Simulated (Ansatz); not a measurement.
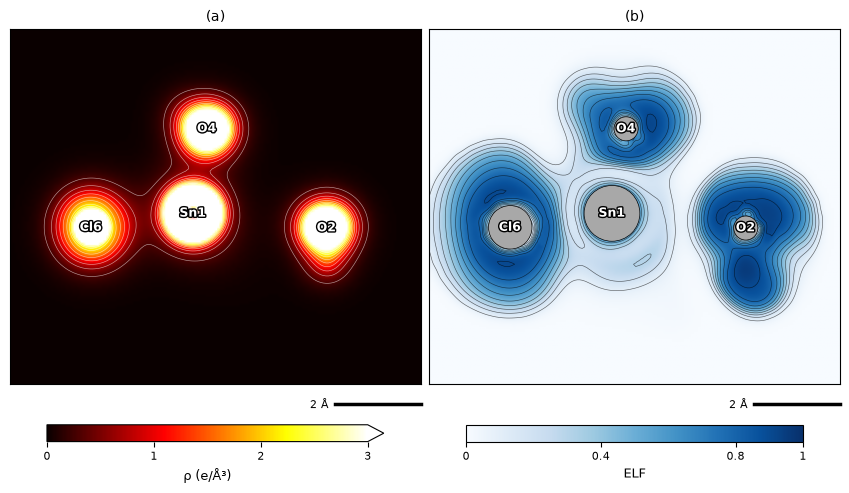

Cl2H3OPSn···H2O. (a) electron density; (b) ELF on the plane of atoms O4, Sn1 and Cl6. Grey discs cover the atomic cores in the ELF map.

Core potentials replace the inner electrons of Sn; not at a stationary point (largest force 0.8 eV/Å).

All numbers below come from RKS BLYP/def2-SVP (Ansatz).

```yaml
atoms:
  - { symbol: Sn, position_ang: [0.2662, 0.6541, -0.3466] }
  - { symbol: O, position_ang: [0.5348, -0.1315, 2.6982] }
  - { symbol: H, position_ang: [-0.2266, -0.6936, 2.4314] }
  - { symbol: O, position_ang: [1.8879, -0.4855, -0.6671] }
  - { symbol: H, position_ang: [1.7308, -1.0687, -1.4384] }
  - { symbol: Cl, position_ang: [-0.4597, 1.4816, -2.4853] }
  - { symbol: Cl, position_ang: [-1.5654, -0.7980, 0.3006] }
  - { symbol: P, position_ang: [0.7073, 2.4953, 1.2576] }
  - { symbol: H, position_ang: [2.0936, 2.1223, 1.3400] }
  - { symbol: H, position_ang: [0.9378, 3.4770, 0.2255] }
  - { symbol: H, position_ang: [0.0857, 0.6812, 3.0471] }
```

> Read the bonding off the picture.

The plane passes through Sn, O and Cl nuclei. Sn1···O2 (3.16 Å): the density falls to about 0.08 e/Å³ on the way; the ELF dips to about 0.05 between them. Sn–O (2.01 Å): ρ at the midpoint is about 0.69 e/Å³; the ELF peaks at about 0.85 in the valence shell of O, 0.6 Å from its nucleus, and drops to about 0.15 between the two atoms. Sn–Cl (2.41 Å): the density is about 0.49 e/Å³ at the midpoint; the ELF peaks at about 0.80 in the valence shell of Cl, 0.8 Å from its nucleus, and drops to about 0.15 between the two atoms. The ELF also peaks beside Cl6, O2 and O4, away from the bonds: lone-pair regions.
